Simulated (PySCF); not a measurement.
# PF3 (SMILES FP(F)F): SVWN5/STO-6G

What is the energy change on altering one bond length of PF3 at SVWN5/STO-6G? The job is set up through a Python script.

Program for the calculation: PySCF 2.14.0.

10 further runs of the same task are left out: 3 that didn't finish, 7 set aside as unsound or not needed.

## (1) Starting point

PF3: 4 atoms, total charge 0, spin state singlet. As SMILES, `FP(F)F`. The coordinates come from a GFN2-xTB relaxation.

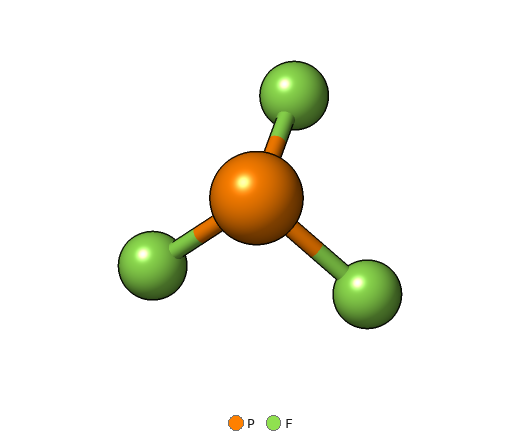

Viewed from a chosen angle; phosphorus orange, fluorine green.

## (2) The energy at SVWN5/STO-6G

File mol.xyz:

```xyz
4

P     -0.004630     0.005090     0.642290
F      1.349610    -0.029560    -0.203150
F     -0.648490     1.180250    -0.228190
F     -0.696500    -1.155780    -0.210950
```

File input.py:

```python
# PF3
from pyscf import gto, dft

system = gto.Mole()
system.atom = 'mol.xyz'
system.verbose = 4
system.basis = 'sto-6g'
system.max_memory = 1860
system.build()

mf = dft.RKS(system)
mf.xc = 'svwn'
mf.conv_tol = 1e-10
mf.grids.level = 5
mf.kernel()
if not mf.converged:
    mf = mf.newton().run(mf.mo_coeff, mf.mo_occ)

energy = mf.e_tot
print(f'total energy: {energy:.8f} hartree')
```

The run is started by

```sh
OMP_NUM_THREADS=1 python input.py
```

Log:

```text
PySCF version 2.14.0

[INPUT] num. atoms = 4
[INPUT] num. electrons = 42
[INPUT] charge = 0
[INPUT] spin (= nelec alpha-beta = 2S) = 0
[INPUT] symmetry False subgroup None
[INPUT] Mole.unit = angstrom
[INPUT] Symbol           X                Y                Z      unit          X                Y                Z       unit  Magmom
[INPUT]  1 P     -0.004630000000   0.005090000000   0.642290000000 AA   -0.008749431957   0.009618705974   1.213752192547 Bohr   0.0
[INPUT]  2 F      1.349610000000  -0.029560000000  -0.203150000000 AA    2.550393274974  -0.055860304242  -0.383897862205 Bohr   0.0
[INPUT]  3 F     -0.648490000000   1.180250000000  -0.228190000000 AA   -1.225468494519   2.230349258518  -0.431216604365 Bohr   0.0
[INPUT]  4 F     -0.696500000000  -1.155780000000  -0.210950000000 AA   -1.316194245760  -2.184107660250  -0.398637725977 Bohr   0.0

nuclear repulsion = 189.190298308544
number of shells = 14
number of NR pGTOs = 144
number of NR cGTOs = 24
basis = sto-6g
ecp = {}

******** <class 'pyscf.dft.rks.RKS'> ********
method = RKS
initial guess = minao
damping factor = 0
level_shift factor = 0
DIIS = <class 'pyscf.scf.diis.CDIIS'>
diis_start_cycle = 1
diis_space = 8
diis_damp = 0
SCF conv_tol = 1e-10
SCF conv_tol_grad = None
SCF max_cycles = 50
direct_scf = True
direct_scf_tol = 1e-13
XC library pyscf.dft.libxc version 7.0.0
    S. Lehtola, C. Steigemann, M. J.T. Oliveira, and M. A.L. Marques.,  SoftwareX 7, 1–5 (2018)
XC functionals = svwn
    P. A. M. Dirac.,  Math. Proc. Cambridge Philos. Soc. 26, 376 (1930)
    F. Bloch.,  Z. Phys. 57, 545 (1929)
    S. H. Vosko, L. Wilk, and M. Nusair.,  Can. J. Phys. 58, 1200 (1980)
radial grids:
    Treutler-Ahlrichs [JCP 102, 346 (1995); DOI:10.1063/1.469408] (M4) radial grids

becke partition: Becke, JCP 88, 2547 (1988); DOI:10.1063/1.454033
pruning grids: <function nwchem_prune>
grids dens level: 5
symmetrized grids: False
atomic radii adjust function: <function treutler_atomic_radii_adjust>
small_rho_cutoff = 0
Set gradient conv threshold to 1e-05
Initial guess from minao.
tot grids = 175224
init E= -635.290794023938
  HOMO = -0.309483703837159  LUMO = 0.0307107555267258  gap/eV = 9.25716
cycle= 1 E= -634.629033257034  delta_E= 0.662  |g|= 0.683  |ddm|= 2.67
  HOMO = -0.0108219592290952  LUMO = 0.167229488235953  gap/eV = 4.84503
cycle= 2 E= -634.395525893284  delta_E= 0.234  |g|= 1.05  |ddm|= 2.68
  HOMO = -0.0860356673047583  LUMO = 0.183257534518117  gap/eV = 7.32784
cycle= 3 E= -634.828406329756  delta_E= -0.433  |g|= 0.0124  |ddm|= 1.67
  HOMO = -0.0894110770029962  LUMO = 0.17831490176173  gap/eV = 7.28519
cycle= 4 E= -634.828467843036  delta_E= -6.15e-05  |g|= 0.00639  |ddm|= 0.0339
  HOMO = -0.0895376978450427  LUMO = 0.178130111633024  gap/eV = 7.28361
cycle= 5 E= -634.828477087422  delta_E= -9.24e-06  |g|= 0.00423  |ddm|= 0.0172
  HOMO = -0.0896342216463065  LUMO = 0.178215551291841  gap/eV = 7.28856
cycle= 6 E= -634.82848429103  delta_E= -7.2e-06  |g|= 8.25e-05  |ddm|= 0.00718
  HOMO = -0.0896348899794196  LUMO = 0.178223733862384  gap/eV = 7.28880
cycle= 7 E= -634.828484293588  delta_E= -2.56e-09  |g|= 1.26e-05  |ddm|= 0.000118
  HOMO = -0.0896353276413357  LUMO = 0.178224040505769  gap/eV = 7.28882
cycle= 8 E= -634.828484293635  delta_E= -4.66e-11  |g|= 6.09e-06  |ddm|= 1.96e-05
  HOMO = -0.0896357880765719  LUMO = 0.178224307812219  gap/eV = 7.28884
Extra cycle  E= -634.828484293592  delta_E= 4.27e-11  |g|= 1.19e-05  |ddm|= 2.96e-05
converged SCF energy = -634.828484293592
total energy: -634.82848429 hartree
```

Run time: 2.9 s. Hardware: 1 thread of Arm Neoverse V1, shared host; peak memory 0.15 GiB.

## (3) The distorted shape

File input.xyz:

```xyz
4

P      0.133757     0.237286     0.812954
F      1.487997     0.202636    -0.032486
F     -0.510103     1.412446    -0.057526
F     -0.696500    -1.155780    -0.210950
```

File calc.py:

```python
from pyscf import gto, dft

mol = gto.M(
    atom='input.xyz',
    verbose=3,
    charge=0,
    max_memory=1860,
    basis='sto-6g',
)

mf = dft.RKS(mol, xc='svwn')
mf.conv_tol = 1e-10
mf.grids.level = 5
mf.kernel()
if not mf.converged:
    mf = mf.newton().run(mf.mo_coeff, mf.mo_occ)

energy = mf.e_tot
print('E = %.10f Eh' % energy)
```

The run is started by

```sh
OMP_NUM_THREADS=1 python calc.py
```

Log:

```text
converged SCF energy = -634.80813186589
E = -634.8081318659 Eh
```

Run time: 3.6 s. Hardware: 1 thread of Arm Neoverse V1, shared host; peak memory 0.15 GiB.

## (4) Outcome

At SVWN5/STO-6G:

| quantity | value |
| --- | --- |
| first shape: total energy | -634.82848 Eh |
| first shape: dipole moment | 0.80 D |
| first shape: HOMO energy | -2.44 eV |
| first shape: LUMO energy | 4.85 eV |
| first shape: HOMO–LUMO gap | 7.29 eV |
| distorted shape: total energy | -634.80813 Eh |
| distorted shape: dipole moment | 1.27 D |
| distorted shape: HOMO energy | -1.64 eV |
| distorted shape: LUMO energy | 2.72 eV |
| distorted shape: HOMO–LUMO gap | 4.35 eV |
| energy change with the P1–F4 bond stretched from 1.598 to 1.918 Å | 0.554 eV |

**Reading.** With the P1–F4 bond stretched from 1.598 to 1.918 Å the energy rises by 0.55 eV (12.8 kcal/mol). The first shape isn't relaxed at this level, so the change isn't measured from a minimum. The minimal basis adds a large error of its own. Mulliken charges (distorted shape) run from -0.20 on F4 to +0.55 on P1.
